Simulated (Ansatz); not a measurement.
# GeP (sextet): one geometry, many settings

Aim: run GeP (sextet) at one geometry under a spread of methods and options, and see what each costs and gives.

Method: the settings change from run to run; program: Ansatz 0.2.0, Gaussian basis.

16 further runs of the same task are left out: 5 that didn't finish, 11 set aside as unsound or not needed. Runs told in other sessions of the task aren't counted.

## (1) What is computed

The geometry is a PBE0/def2-TZVP stationary point (not a proven minimum) of the parent state, kept for this charge and spin. No spin-orbit coupling is included. The filled d shell of Ge may be among the frozen orbitals whatever the setting's name suggests.

2 atoms, charge 0, spin multiplicity 6.

Atoms are counted from 1 here; the program's logs count them from 0.

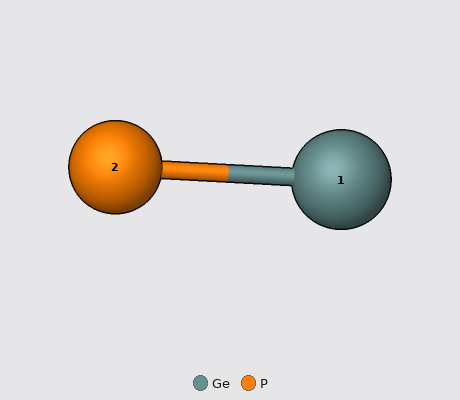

The geometry (germanium teal, phosphorus orange); atoms are numbered from 1 in the order of the file.

## (2) CASCI(7,6)/6-31G

in.yaml reads:

```yaml
crystal:
  periodic: [false, false, false]
  atoms:
    - {symbol: Ge, position_ang: [0.000000, 0.000000, 0.000000]}
    - {symbol: P, position_ang: [0.000000, 0.000000, 2.427700]}
basis:
  gaussian: {orbitals: 6-31G}
magnetization: {spin_polarized: false, initial_magnetization: 5}
correlation: {active_space: {window: {electrons: 7, orbitals: 6}, fixed_orbitals: true, states: [{multiplicity: 6, weights: [0.5, 0.5]}]}}
scf: {lower_state_search: light}
output: {forces: true}
```

On the command line:

```
$ ansatz run in.yaml --threads 1 --pin off --events-out ev --progress --plain --max-ram 2393MiB
```

What it wrote:

```text
Functional definition: HF
  name "HF"
  cite "Fock, Z. Phys. 61, 126 (1930) doi:10.1007/BF01340294"
  parent pbe
  exchange = exact_x
  correlation = 0
674 factors; integrals over basis functions are off by at most 4.0e-8 eV
mean field evaluation 1: about -65732.1639 eV, gradient 8.3e0 eV
mean field evaluation 2: about -65732.2285 eV, gradient 8.3e0 eV
mean field evaluation 4: about -65733.0460 eV, gradient 6.9e-1 eV
mean field evaluation 8: about -65733.0570 eV, gradient 2.9e-1 eV
mean field -65733.05789032 eV, -2415.6453220022 hartree, gradient 6.7e-7 eV, S^2 8.750000; 0 other end points of the search recorded, 0 dependent functions left out
reference -65733.05789032 eV, -2415.6453220022 hartree; 26, 21 occupied and 16, 21 virtual orbitals, 674 factors
state -65733.05789032 eV, -2415.6453220022 hartree
state -65727.94793654 eV, -2415.4575346645 hartree
the calculation of the forces begins
mean field evaluation 16: about -65732.9764 eV, gradient 2.6e-1 eV
Total energy: -65730.50291343 eV, -2415.5514283334 hartree
Atom 0 at     0.000000     0.000000     0.000000 Å, force     0.000000    -0.000000    -0.151521 eV/Å
Atom 1 at     0.000000     0.000000     2.427700 Å, force    -0.000000     0.000000     0.151521 eV/Å
Dipole moment:    -0.000000     0.000000    -0.062631 e Å
```

It took 1.6 s on 1 thread of AMD EPYC 7R43, shared host.

From the report: 2 determinants; active occupations (of the averaged states) 1.50, 1.50, 1.00, 1.00, 1.00, 1.00.

## (3) NEVPT2(9,8)/STO-3G

in.yaml reads:

```yaml
crystal:
  periodic: [false, false, false]
  atoms:
    - {symbol: Ge, position_ang: [0.000000, 0.000000, 0.000000]}
    - {symbol: P, position_ang: [0.000000, 0.000000, 2.427700]}
basis:
  gaussian: {orbitals: STO-3G}
magnetization: {spin_polarized: false, initial_magnetization: 5}
hamiltonian: {pseudopotentials: {relativity: scalar}}
correlation: {method: sc_nevpt2, electrons: all, active_space: {window: {electrons: 9, orbitals: 8}}}
accuracy: high
```

Launched as before.

What it wrote:

```text
Functional definition: HF
  name "HF"
  cite "Fock, Z. Phys. 61, 126 (1930) doi:10.1007/BF01340294"
  parent pbe
  exchange = exact_x
  correlation = 0
362 factors; integrals over basis functions are off by at most 1.9e-8 eV
mean field evaluation 1: about -65469.1555 eV, gradient 5.1e0 eV
mean field evaluation 2: about -65469.1894 eV, gradient 5.1e0 eV
mean field evaluation 4: about -65469.5986 eV, gradient 2.8e-1 eV
mean field evaluation 8: about -65469.6028 eV, gradient 2.4e-5 eV
mean field -65469.60283580 eV, -2405.9635273250 hartree, gradient 1.7e-8 eV, S^2 8.750000; 0 other end points of the search recorded, 0 dependent functions left out
reference -65469.60283580 eV, -2405.9635273250 hartree; 26, 21 occupied and 1, 6 virtual orbitals, 362 factors
state -65470.26939613 eV, -2405.9880229654 hartree
state -65470.26939613 eV, -2405.9880229654 hartree; corrected -65470.30980647 eV, -2405.9895080178 hartree
Total energy: -65470.30980647 eV, -2405.9895080178 hartree
Relativity: scalar
```

It took 0.63 s on 1 thread of AMD EPYC 7R43, shared host.

From the report: 64 determinants; active occupations 1.99, 1.96, 1.00, 1.00, 1.00, 1.00, 1.00, 0.04.

## (4) HF (UHF)/STO-3G

in.yaml reads:

```yaml
crystal:
  periodic: [false, false, false]
  atoms:
    - {symbol: Ge, position_ang: [0.000000, 0.000000, 0.000000]}
    - {symbol: P, position_ang: [0.000000, 0.000000, 2.427700]}
basis:
  gaussian: {orbitals: STO-3G}
magnetization: {spin_polarized: true, initial_magnetization: 5}
hamiltonian: {xc: hf}
output: {orbitals: {seedname: orbitals}}
```

Same command.

What it wrote:

```text
Functional definition: HF
  name "HF"
  cite "Fock, Z. Phys. 61, 126 (1930) doi:10.1007/BF01340294"
  parent pbe
  exchange = exact_x
  correlation = 0
264 factors; integrals over basis functions are off by at most 8.4e-6 eV
mean field evaluation 1: about -64994.6245 eV, gradient 4.7e0 eV
mean field evaluation 2: about -64994.6362 eV, gradient 4.7e0 eV
mean field evaluation 4: about -64995.0935 eV, gradient 8.8e-1 eV
mean field evaluation 8: about -64995.1410 eV, gradient 1.5e-5 eV
mean field -64995.14103137 eV, -2388.5273776141 hartree, gradient 1.3e-5 eV, S^2 8.767215; 0 other end points of the search recorded, 0 dependent functions left out
reference -64995.14103137 eV, -2388.5273776141 hartree; 26, 21 occupied and 1, 6 virtual orbitals, 264 factors
Total energy: -64995.14103137 eV, -2388.5273776141 hartree
```

Wall time 0.21 s (1 thread of AMD EPYC 7R43, shared host).

From the report: ⟨S²⟩ of the determinant 8.767 (pure sextet: 8.75).

## (5) BCCD on ROHF/6-31G

in.yaml reads:

```yaml
crystal:
  periodic: [false, false, false]
  atoms:
    - {symbol: Ge, position_ang: [0.000000, 0.000000, 0.000000]}
    - {symbol: P, position_ang: [0.000000, 0.000000, 2.427700]}
basis:
  gaussian: {orbitals: 6-31G, fitting: {mean_field: def2-universal-jkfit}}
magnetization: {spin_polarized: false, initial_magnetization: 5}
correlation: {method: bccd, electrons: all, diis_vectors: 1}
scf: {lower_state_search: full}
```

Same command.

What it wrote (excerpt; [...] marks lines left out):

```text
Functional definition: HF
  name "HF"
  cite "Fock, Z. Phys. 61, 126 (1930) doi:10.1007/BF01340294"
  parent pbe
[...]
394 factors; integrals over basis functions are off by at most 2.2e-3 eV
[...]
mean field -65733.05417225 eV, -2415.6451853656 hartree, gradient 2.3e-6 eV, S^2 8.750000; 6 other end points of the search recorded, 0 dependent functions left out
determinant -65733.05417225 eV, -2415.6451853656 hartree, with singles and doubles -65739.71522348 eV, -2415.8899744834 hartree
determinant -65730.40924712 eV, -2415.5479861601 hartree, with singles and doubles -65737.06271790 eV, -2415.7924967013 hartree
reference -65733.05417225 eV, -2415.6451853656 hartree; 26, 21 occupied and 16, 21 virtual orbitals, 394 factors
second order -6.78134017 eV of doubles, -0.05831071 eV of singles
cycle   1  -6.65334026 eV  change    7.7e-3 eV  update   6.6e-3
[...]
cycle  13  -6.64670389 eV  change   -5.2e-5 eV  update   2.1e-5
Total energy: -65739.70087613 eV, -2415.8894472281 hartree
```

It took 7 s on 1 thread of AMD EPYC 7R43, shared host.

From the report: correlation -6.6467 eV; largest double amplitude 0.10.

## (6) CCSDT/def2-mTZVP

in.yaml reads:

```yaml
crystal:
  periodic: [false, false, false]
  atoms:
    - {symbol: Ge, position_ang: [0.000000, 0.000000, 0.000000]}
    - {symbol: P, position_ang: [0.000000, 0.000000, 2.427700]}
basis:
  gaussian: {orbitals: def2-mTZVP, point_charges: [{charge: 0.50, position_ang: [4.478, 0.366, 0.903]}]}
magnetization: {spin_polarized: true, initial_magnetization: 5}
hamiltonian: {xc: {name: PBE0}}
correlation: {method: ccsdt, electrons: outside_noble_gas}
scf: {lower_state_search: full}
output: {forces: true}
```

The command is unchanged.

What it wrote (excerpt; [...] marks lines left out):

```text
Functional definition: PBE0
  name "PBE0"
  cite "Adamo & Barone, J. Chem. Phys. 110, 6158 (1999) doi:10.1063/1.478522"
  cite "Perdew, Burke & Ernzerhof, Phys. Rev. Lett. 77, 3865 (1996) doi:10.1103/PhysRevLett.77.3865"
  parent pbe
[...]
807 factors; integrals over basis functions are off by at most 1.9e-7 eV
[...]
mean field -65791.52203696 eV, -2417.7938397629 hartree, gradient 2.6e-6 eV, S^2 8.753957; 4 other end points of the search recorded, 0 dependent functions left out
19 core orbitals not correlated: weight in the atoms' cores, before any rotation towards them, 0.999 or more for the frozen orbitals, at most 0.000 for the correlated occupied ones
reference -65742.62913458 eV, -2415.9970587414 hartree; 7, 2 occupied and 32, 37 virtual orbitals, 807 factors
second order -3.20487726 eV of doubles, -0.10239314 eV of singles
cycle   1  -3.81559227 eV  change   -5.1e-1 eV  update   6.3e-2
[...]
cycle  15  -4.12633556 eV  change    6.9e-7 eV  update   2.9e-7
[...]
Total energy: -65746.75547014 eV, -2416.1486987762 hartree
Atom 0 at     0.000000     0.000000     0.000000 Å, force     0.086374     0.007060    -1.598173 eV/Å
Atom 1 at     0.000000     0.000000     2.427700 Å, force    -0.061040    -0.004989     1.636373 eV/Å
Dipole moment:    -0.091388    -0.007469     0.352675 e Å
```

Run time: 71 s. Hardware: 1 thread of AMD EPYC 7R43, shared host; peak memory 0.75 GiB.

From the report: ⟨S²⟩ of the determinant 8.754 (pure sextet: 8.75); correlation -4.1263 eV; T1 0.010; largest double amplitude 0.10. The orbitals are Kohn-Sham ones, so correlation energy and T1 don't compare with those on Hartree-Fock orbitals.

## (7) All runs side by side

| level | correlated | functions | energy (eV) | time |
| --- | --- | --- | --- | --- |
| CASCI(7,6)/6-31G (mean of several states) |  | 42 | -65730.5029 | 1.6 s |
| NEVPT2(9,8)/STO-3G (relativity set) | all | 27 | -65470.3098 | 0.63 s |
| HF (UHF)/STO-3G |  | 27 | -64995.1410 | 0.21 s |
| BCCD on ROHF/6-31G | all | 42 | -65739.7009 | 7 s |
| CCSDT/def2-mTZVP (beside a point charge, on PBE0 orbitals) | outside noble gas | 58 | -65746.7555 | 71 s |

## (8) Results

| quantity | value |
| --- | --- |
| runs | 5 |
| quickest | HF (UHF)/STO-3G, 0.21 s |
| slowest | CCSDT/def2-mTZVP (beside a point charge, on PBE0 orbitals), 71 s |

What this shows: Total energies in different bases, with other cores or another treatment of relativity can't be set against each other. «valence» and «outside noble gas» are the program's key words; the logs give how many orbitals each freezes, and for Ga to Kr the 3d shell needn't follow the word's plain sense. CCSDT/def2-mTZVP (beside a point charge, on PBE0 orbitals) took 336 times as long as HF (UHF)/STO-3G; the jobs differ in more than the method.
